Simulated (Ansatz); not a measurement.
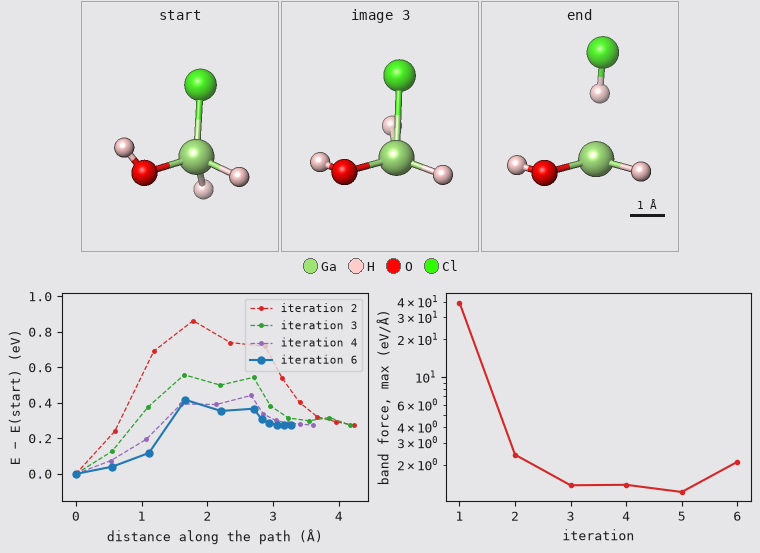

A search for the minimum-energy path of GaH3OCl (multiplicity 2) by the nudged elastic band. Images are numbered from 0 (start) to 10 (end). The plot follows the band through its iterations. A ball-and-stick model, seen at a tilt.

Computed with UKS PBE/def2-SVP in Ansatz 0.2.0. Set-up: 9 movable images; climbing image; force threshold 0.05 eV/Å; iteration limit 6; starting path through a guess of the saddle point.

Q: Judge this run.

A: The result isn't final. The band hadn't converged when the run stopped after 6 iterations. The largest component of the band force went from 39 to 2.1 eV/Å. The barrier read from it is provisional: over the last two iterations the highest image moved from 0.44 eV to 0.42 eV. The iteration limit was low. The first iteration put the highest image at 5.45 eV. The energy climbs by 0.42 eV to image 3 and then falls by 0.14 eV, so the end point sits at +0.27 eV. The profile has 2 maxima (images 3, 5) with a dip at image 4 (+0.35 eV), which on an unconverged band is provisional.
